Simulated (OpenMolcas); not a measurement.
# doublet [Ge2SiH8]+: levels of theory compared

Aim: a comparison of 5 runs (UHF/STO-3G, UHF/3-21G, UB3LYP/6-31G*, UBLYP/cc-pVDZ, UM06-L/cc-pVDZ) of doublet [Ge2SiH8]+. 

The results are computed with OpenMolcas 26.06.

## 1. Starting point

The species is [Ge2SiH8]+ (11 atoms), meant as a doublet with charge +1. SMILES of the parent species: `[GeH3][SiH2][GeH3]`. The coordinates come from a PBE0-D4/def2-TZVP relaxation. That shape belongs to the parent species and isn't relaxed for this state.

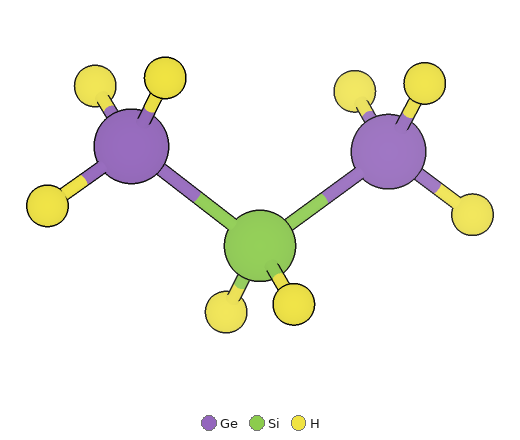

The structure, seen from a chosen angle (germanium purple, silicon green, hydrogen yellow).

## 2. The energy at UHF/STO-3G (run 1)

Contents of geom.xyz:

```xyz
11

Ge    -1.314800     1.329100    -0.648100
Si    -0.420300    -0.850100    -0.318100
Ge     1.631200    -0.735900     0.880400
H     -2.643400     1.277800    -1.421300
H     -0.321200     2.193400    -1.442700
H     -1.566300     2.008100     0.708900
H     -0.189900    -1.498600    -1.638400
H     -1.395700    -1.678400     0.443000
H      1.405900    -0.077200     2.251900
H      2.652000     0.110600     0.101200
H      2.227800    -2.135700     1.103800
```

Contents of run.inp:

```
* Ge2H8Si Hartree-Fock
&GATEWAY
BasLib
$CurrDir
Coord
geom.xyz
Basis
STO-3G
Group
NoSym
&SEWARD
&SCF
UHF
Charge
1
Spin
2
Thresholds
1e-10 1e-07 1e-07 1e-05
PrOrbitals
1 1
```

The basis set STO-3G is read from a file made from the Basis Set Exchange's data (not shown).

Run with:

```bash
$ export MOLCAS_MEM=1860
$ pymolcas run.inp > run.log
```

Log:

```text
--- Start Module: gateway ---
[...]
--- Stop Module: gateway /rc=_RC_ALL_IS_WELL_ ---
--- Start Module: seward ---
[...]
      Basis functions           53
--- Stop Module: seward /rc=_RC_ALL_IS_WELL_ ---
--- Start Module: scf ---
[...]
       Convergence after  18 Iterations
[...]
::    Total SCF energy                              -4393.5431102348
[...]
      Total spin, S                                     0.5067347615
[...]
      Total electronic charge=   85.000000
      Total            charge=    1.000000
[...]
      Dipole Moment (debye):
      Origin of the operator (angstrom)=    0.0642    0.1102    0.0456
                   X= -7.0917E-01               Y= -1.4063E+00               Z= -5.3252E-01           Total=  1.6626E+00
      Center of Charge (angstrom)
[...]
--- Stop Module: scf /rc=_RC_ALL_IS_WELL_ ---
[...]
```

It took 1.9 s on 1 thread of Intel Xeon 6975P-C (Granite Rapids), shared host; peak memory 0.38 GiB.

## 3. A single-point energy at UHF/3-21G (run 2)

Contents of run.input:

```
&GATEWAY
BasLib = $CurrDir
Coord
11
angstrom
Ge      -1.314800       1.329100      -0.648100
Si      -0.420300      -0.850100      -0.318100
Ge       1.631200      -0.735900       0.880400
H       -2.643400       1.277800      -1.421300
H       -0.321200       2.193400      -1.442700
H       -1.566300       2.008100       0.708900
H       -0.189900      -1.498600      -1.638400
H       -1.395700      -1.678400       0.443000
H        1.405900      -0.077200       2.251900
H        2.652000       0.110600       0.101200
H        2.227800      -2.135700       1.103800
Basis = 3-21G
Group = NoSym
&SEWARD
&SCF
UHF
Charge = 1
Spin = 2
Thresholds = 1e-10 1e-07 1e-07 1e-05
PrOrbitals = 0
```

The basis set 3-21G is read from a file made from the Basis Set Exchange's data (not shown).

Run with:

```bash
$ export MOLCAS_MEM=1860
$ pymolcas run.input > run.log
```

Log:

```text
--- Start Module: gateway ---
[...]
--- Stop Module: gateway /rc=_RC_ALL_IS_WELL_ ---
--- Start Module: seward ---
[...]
      Basis functions           73
--- Stop Module: seward /rc=_RC_ALL_IS_WELL_ ---
[...]
--- Start Module: scf ---
[...]
       Convergence after  19 Iterations
[...]
::    Total SCF energy                              -4422.3255118109
[...]
      Total spin, S                                     0.5089292026
[...]
      Total electronic charge=   85.000000
      Total            charge=    1.000000
[...]
      Dipole Moment (debye):
      Origin of the operator (angstrom)=    0.0642    0.1102    0.0456
                   X= -5.5055E-01               Y= -1.0923E+00               Z= -4.1347E-01           Total=  1.2912E+00
      Center of Charge (angstrom)
[...]
--- Stop Module: scf /rc=_RC_ALL_IS_WELL_ ---
[...]
```

It took 3.9 s on 1 thread of Intel Xeon 6975P-C (Granite Rapids), shared host; peak memory 0.42 GiB.

Runs 3 to 4 aren't shown in full; the table further down has their settings and results.

## 4. A single-point energy at UM06-L/cc-pVDZ (run 5)

Contents of job.inp:

```
* Ge2H8Si Kohn-Sham DFT
&GATEWAY
BasLib = $CurrDir
BasisSet
Ge.cc-pVDZ....
Ge1 -1.314800 1.329100 -0.648100 angstrom
Ge3 1.631200 -0.735900 0.880400 angstrom
End of Basis
BasisSet
Si.cc-pVDZ....
Si2 -0.420300 -0.850100 -0.318100 angstrom
End of Basis
BasisSet
H.cc-pVDZ....
H4 -2.643400 1.277800 -1.421300 angstrom
H5 -0.321200 2.193400 -1.442700 angstrom
H6 -1.566300 2.008100 0.708900 angstrom
H7 -0.189900 -1.498600 -1.638400 angstrom
H8 -1.395700 -1.678400 0.443000 angstrom
H9 1.405900 -0.077200 2.251900 angstrom
H10 2.652000 0.110600 0.101200 angstrom
H11 2.227800 -2.135700 1.103800 angstrom
End of Basis
&SEWARD
GridInput
Grid=UltraFine
End of Grid
&SCF
UHF
Charge = 1
Spin = 2
KSDFT = M06L
Thresholds = 1e-10 1e-07 1e-07 1e-05
PrOrbitals = 1 1
```

The basis set cc-pVDZ is read from a file made from the Basis Set Exchange's data (not shown).

Run with:

```bash
$ export MOLCAS_MEM=1860
$ pymolcas job.inp > job.log
```

Log:

```text
--- Start Module: gateway ---
[...]
--- Stop Module: gateway /rc=_RC_ALL_IS_WELL_ ---
--- Start Module: seward ---
[...]
      Basis functions          112
--- Stop Module: seward /rc=_RC_ALL_IS_WELL_ ---
[...]
--- Start Module: scf ---
[...]
       Convergence after  23 Iterations
[...]
::    Total KS-DFT energy                           -4447.7625336258
[...]
      Total spin, S                                     0.5019345485
[...]
      Total electronic charge=   85.000000
      Total            charge=    1.000000
[...]
      Dipole Moment (debye):
      Origin of the operator (angstrom)=    0.0642    0.1102    0.0456
                   X= -5.2686E-01               Y= -1.0447E+00               Z= -3.9557E-01           Total=  1.2351E+00
      Center of Charge (angstrom)
[...]
--- Stop Module: scf /rc=_RC_ALL_IS_WELL_ ---
[...]
```

Run time: 2.2 min. Hardware: 1 thread of Intel Xeon 6975P-C (Granite Rapids), shared host; peak memory 0.67 GiB.

## 5. Overview of the runs

| run | level | Cartesian functions | integration grid | energy (Eh) | HOMO energy (eV) | LUMO energy (eV) | ⟨S²⟩ | wall time |
| --- | --- | --- | --- | --- | --- | --- | --- | --- |
| 1 | UHF/STO-3G | no | – | -4393.543110 | -14.89 | -6.85 | 0.764 | 1.9 s |
| 2 | UHF/3-21G | no | – | -4422.325512 | -16.30 | -8.62 | 0.768 | 3.9 s |
| 3 | UB3LYP/6-31G* (Cartesian functions) | yes | UltraFine | -4447.479220 | -13.57 | -11.70 | 0.754 | 53 s |
| 4 | UBLYP/cc-pVDZ | no | UltraFine | -4447.956861 | -12.53 | -12.04 | 0.752 | 84 s |
| 5 | UM06-L/cc-pVDZ | no | UltraFine | -4447.762534 | -12.83 | -12.10 | 0.754 | 2.2 min |

## 6. What came out

```
                                 quantity           value
                      run 5: total energy  -4447.76253 Eh
run 5: HOMO energy (highest over α and β)       -12.83 eV
 run 5: LUMO energy (lowest over α and β)       -12.10 eV
                              run 5: ⟨S²⟩           0.754
```

**Reading.** Totals of different functionals can't be ranked against each other. In run 1 the basis is minimal, so the values are rough. All runs together took 4.5 min, the longest 2.2 min.
